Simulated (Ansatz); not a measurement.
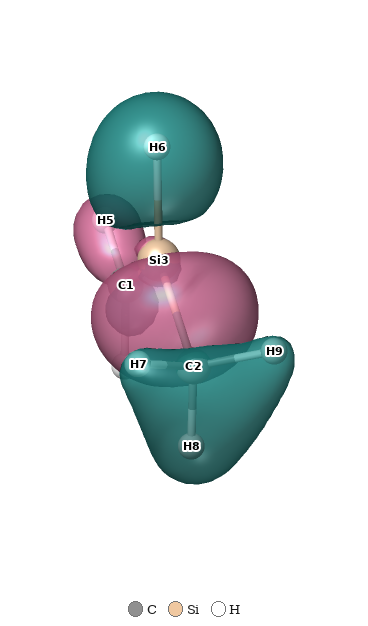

*C₂H₆Si (SMILES [CH2][SiH+]C) (charge +1, doublet). The HOMO−1 (α) at ±0.15 Å⁻³ᐟ² (teal and pink are the two phases), seen at an oblique angle.*

Geometry: B3LYP-D3(BJ)/def2-SVP.

All numbers below come from Ansatz, isolated molecule in a Gaussian basis; Kohn-Sham density functional theory, functional PBE0.

The calculation's input:

```
basis:
  gaussian: {orbitals: def2-TZVPD}
crystal:
  periodic: [false, false, false]
  atoms:
    - symbol: C
      position_ang: [-0.462679, -2.955900, -2.451998]
    - symbol: C
      position_ang: [1.193452, -0.291975, -1.841288]
    - symbol: Si
      position_ang: [-0.359832, -1.258619, -1.833178]
    - symbol: H
      position_ang: [0.407670, -3.483887, -2.861693]
    - symbol: H
      position_ang: [-1.402900, -3.521758, -2.440278]
    - symbol: H
      position_ang: [-1.609445, -0.672414, -1.310065]
    - symbol: H
      position_ang: [1.429448, 0.029538, -0.809357]
    - symbol: H
      position_ang: [2.041074, -0.857366, -2.255035]
    - symbol: H
      position_ang: [1.043853, 0.634446, -2.427365]
total_charge: 1
magnetization: {spin_polarized: true, initial_magnetization: 1}
hamiltonian: {xc: {name: PBE0}}
output: {forces: true, orbitals: {seedname: orbitals}}
```

Launched as:

```sh
ansatz run input.yaml --threads 1 --pin off --max-ram 2610MiB --events-out events.jsonl --progress --plain --runs-dir runs
```

Q: What is the character of this orbital?

A: It lies mainly on C2 (about 35 %), Si3 (about 30 %) and H6 (about 15 %). Its energy is −15.53 eV.
